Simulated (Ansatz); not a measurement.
# SiH2O2 (SMILES O[Si]O): CCSD/STO-3G

What is the energy change on altering one bond length of SiH2O2 at CCSD/STO-3G? 

Program for the calculation: Ansatz 0.2.0.

47 further runs of the same task are left out: 1 that didn't finish, 46 set aside as unsound or not needed.

**1. The molecule**

SiH2O2 has 5 atoms, charge 0, and is taken as a singlet. SMILES: `O[Si]O`. The shape is that of a PBE0-D4/def2-TZVP optimisation. This is one conformer, not always the lowest.

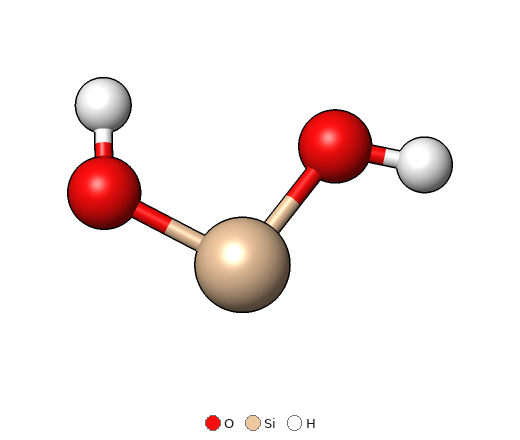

The structure, seen from a chosen angle (oxygen red, silicon light orange, hydrogen white).

**2. The energy at CCSD/STO-3G**

Contents of input.yaml:

```yaml
crystal:
  periodic: [false, false, false]
  atoms:
    - {symbol: O, position_ang: [-1.443200, -0.105600, -0.275000]}
    - {symbol: Si, position_ang: [-0.212000, -0.791300, 0.567700]}
    - {symbol: O, position_ang: [1.036000, 0.187500, 0.068600]}
    - {symbol: H, position_ang: [-1.231900, 0.648900, -0.836100]}
    - {symbol: H, position_ang: [1.901100, -0.013100, 0.433400]}
basis:
  gaussian:
    orbitals: STO-3G
correlation:
  method: ccsd
  frozen_orbitals: {H: 0, O: 1, Si: 5}
accuracy: high
scf:
  omitted_lower_state_checks: [cluster_reference, increment]
```

The run is started by

```console
ansatz run input.yaml --threads 1 --pin off --max-ram 2610MiB --events-out events.jsonl --progress --plain --runs-dir runs
```

The log of the run:

```text
Warning: RAYON_NUM_THREADS=1 ignored (pool sized by the plan → 1); use --threads N
Functional definition: HF
  name "HF"
  exchange = exact_x
  correlation = 0
these checks for a lower state are left out or cut short: cluster_reference, increment
386 factors; integrals over basis functions are off by at most 3.1e-8 eV
mean field evaluation 1: about -11819.5754 eV, gradient 2.6e1 eV
mean field evaluation 2: about -11819.6506 eV, gradient 2.6e1 eV
mean field evaluation 4: about -11821.9695 eV, gradient 1.2e0 eV
mean field evaluation 8: about -11821.9758 eV, gradient 1.9e-2 eV
mean field -11821.97581161 eV, -434.4495978537 hartree, gradient 9.7e-9 eV, S^2 0.000000; 0 other end points of the search recorded, 0 dependent functions left out
7 core orbitals not correlated: weight in the atoms' cores, before any rotation towards them, 1.000 or more for the frozen orbitals, at most 0.000 for the correlated occupied ones
reference -11821.97581161 eV, -434.4495978537 hartree; 9, 9 occupied and 5, 5 virtual orbitals, 386 factors
second order -2.95035153 eV of doubles, -0.00000000 eV of singles
cycle   1  -3.23175567 eV  change   -2.8e-1 eV  update   1.0e-1
cycle   2  -3.50294175 eV  change   -2.7e-1 eV  update   3.2e-2
cycle   3  -3.58227571 eV  change   -7.9e-2 eV  update   1.9e-2
cycle   4  -3.58153520 eV  change    7.4e-4 eV  update   3.7e-3
cycle   5  -3.58053085 eV  change    1.0e-3 eV  update   1.0e-3
cycle   6  -3.58035153 eV  change    1.8e-4 eV  update   3.8e-4
cycle   7  -3.58024947 eV  change    1.0e-4 eV  update   1.1e-4
cycle   8  -3.58022977 eV  change    2.0e-5 eV  update   3.7e-5
cycle   9  -3.58024921 eV  change   -1.9e-5 eV  update   1.1e-5
cycle  10  -3.58024991 eV  change   -6.9e-7 eV  update   3.6e-6
cycle  11  -3.58024918 eV  change    7.3e-7 eV  update   1.6e-6
cycle  12  -3.58024906 eV  change    1.2e-7 eV  update   5.4e-7
cycle  13  -3.58024905 eV  change    8.9e-9 eV  update   2.6e-7
cycle  14  -3.58024922 eV  change   -1.7e-7 eV  update   8.5e-8
cycle  15  -3.58024926 eV  change   -3.9e-8 eV  update   3.8e-8
cycle  16  -3.58024875 eV  change    5.1e-7 eV  update   1.0e-7
cycle  17  -3.58024861 eV  change    1.4e-7 eV  update   4.3e-8
cycle  18  -3.58024858 eV  change    3.1e-8 eV  update   1.3e-8
cycle  19  -3.58024859 eV  change   -5.4e-9 eV  update   3.6e-9
cycle  20  -3.58024859 eV  change   -2.3e-9 eV  update   1.1e-9
cycle  21  -3.58024859 eV  change  -6.2e-10 eV  update  3.3e-10
Total energy: -11825.55606020 eV, -434.5811695626 hartree
Checks for a lower state left out: cluster_reference, increment
```

Wall time 0.22 s (1 thread of Arm Neoverse V2, shared host).

**3. The distorted shape**

Contents of input.yaml:

```yaml
crystal:
  periodic: [false, false, false]
  atoms:
    - symbol: O
      position_ang: [-1.755195, -0.350296, -0.150227]
    - symbol: Si
      position_ang: [-0.523995, -1.035996, 0.692473]
    - symbol: O
      position_ang: [1.036000, 0.187500, 0.068600]
    - symbol: H
      position_ang: [-1.543895, 0.404204, -0.711327]
    - symbol: H
      position_ang: [1.901100, -0.013100, 0.433400]
basis:
  gaussian: {orbitals: STO-3G}
correlation: {method: ccsd, frozen_orbitals: {H: 0, O: 1, Si: 5}}
accuracy: high
scf: {omitted_lower_state_checks: [cluster_reference, increment]}
```

The run is started by

```console
ansatz run input.yaml --threads 1 --pin off --max-ram 2610MiB --events-out events.jsonl --progress --plain --runs-dir runs
```

The log of the run:

```text
Warning: RAYON_NUM_THREADS=1 ignored (pool sized by the plan → 1); use --threads N
Functional definition: HF
  name "HF"
  exchange = exact_x
  correlation = 0
these checks for a lower state are left out or cut short: cluster_reference, increment
381 factors; integrals over basis functions are off by at most 3.2e-8 eV
mean field evaluation 1: about -11815.7592 eV, gradient 3.1e1 eV
mean field evaluation 2: about -11815.8378 eV, gradient 3.1e1 eV
mean field evaluation 4: about -11819.9557 eV, gradient 2.2e0 eV
mean field evaluation 8: about -11819.9964 eV, gradient 8.0e-2 eV
mean field -11819.99640817 eV, -434.3768561189 hartree, gradient 8.8e-9 eV, S^2 0.000000; 0 other end points of the search recorded, 0 dependent functions left out
7 core orbitals not correlated: weight in the atoms' cores, before any rotation towards them, 1.000 or more for the frozen orbitals, at most 0.000 for the correlated occupied ones
reference -11819.99640817 eV, -434.3768561189 hartree; 9, 9 occupied and 5, 5 virtual orbitals, 381 factors
second order -3.24858486 eV of doubles, -0.00000000 eV of singles
cycle   1  -3.56643554 eV  change   -3.2e-1 eV  update   1.3e-1
cycle   2  -3.90509625 eV  change   -3.4e-1 eV  update   4.7e-2
cycle   3  -4.02477861 eV  change   -1.2e-1 eV  update   3.2e-2
cycle   4  -4.03606614 eV  change   -1.1e-2 eV  update   8.2e-3
cycle   5  -4.03337957 eV  change    2.7e-3 eV  update   4.1e-3
cycle   6  -4.03242820 eV  change    9.5e-4 eV  update   1.5e-3
cycle   7  -4.03223547 eV  change    1.9e-4 eV  update   7.9e-4
cycle   8  -4.03178394 eV  change    4.5e-4 eV  update   3.4e-4
cycle   9  -4.03189683 eV  change   -1.1e-4 eV  update   1.5e-4
cycle  10  -4.03190465 eV  change   -7.8e-6 eV  update   5.8e-5
cycle  11  -4.03188447 eV  change    2.0e-5 eV  update   2.1e-5
cycle  12  -4.03188399 eV  change    4.9e-7 eV  update   6.0e-6
cycle  13  -4.03188622 eV  change   -2.2e-6 eV  update   2.4e-6
cycle  14  -4.03188944 eV  change   -3.2e-6 eV  update   8.4e-7
cycle  15  -4.03188985 eV  change   -4.1e-7 eV  update   2.2e-7
cycle  16  -4.03188980 eV  change    5.8e-8 eV  update   9.1e-8
cycle  17  -4.03188969 eV  change    1.0e-7 eV  update   4.1e-8
cycle  18  -4.03188876 eV  change    9.4e-7 eV  update   1.8e-7
cycle  19  -4.03188853 eV  change    2.3e-7 eV  update   7.4e-8
cycle  20  -4.03188844 eV  change    8.8e-8 eV  update   3.3e-8
cycle  21  -4.03188843 eV  change    1.4e-8 eV  update   1.0e-8
cycle  22  -4.03188842 eV  change    6.9e-9 eV  update   3.5e-9
cycle  23  -4.03188842 eV  change   6.5e-10 eV  update  8.6e-10
Total energy: -11824.02829659 eV, -434.5250252854 hartree
Checks for a lower state left out: cluster_reference, increment
```

Wall time 0.39 s (1 thread of Arm Neoverse V2, shared host).

**4. What came out**

At CCSD/STO-3G, 7 core orbitals frozen:

```
                                                          quantity          value
                                         first shape: total energy  -434.58117 Eh
          first shape: correlation energy (7 core orbitals frozen)     -131.6 mEh
                                        first shape: T1 diagnostic          0.022
                                     distorted shape: total energy  -434.52503 Eh
      distorted shape: correlation energy (7 core orbitals frozen)     -148.2 mEh
                                    distorted shape: T1 diagnostic          0.029
energy change with the Si2–O3 bond stretched from 1.663 to 2.078 Å       1.528 eV
```

With the Si2–O3 bond stretched from 1.663 to 2.078 Å the energy rises by 1.53 eV (35 kcal/mol). The first shape isn't relaxed at this level, so the change isn't measured from a minimum. The minimal basis adds a large error of its own. The T1 diagnostic (first shape) of 0.022 is above the customary mark for such species, so a single reference may not serve. The T1 diagnostic (distorted shape) of 0.029 is above the customary mark for such species, so a single reference may not serve.
